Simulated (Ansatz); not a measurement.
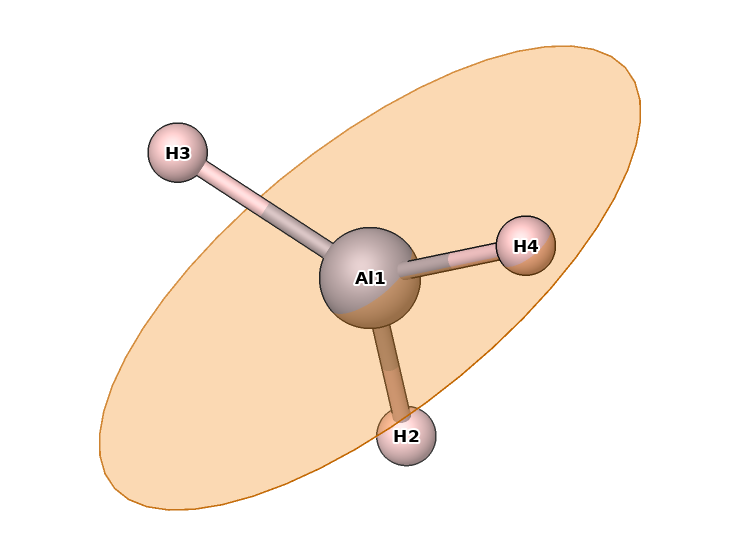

A disc through the centre of mass is drawn in. Depth is shown by fading: the farther an atom, the more it takes the colour of the background. Computed geometry: PBE0-D4/def2-TZVP optimisation.

> Is the plane of the disc a mirror plane of the structure?

Yes. The reflection leaves Al1, H4 in place and moves H2 ↔ H3. The point group is D3h.
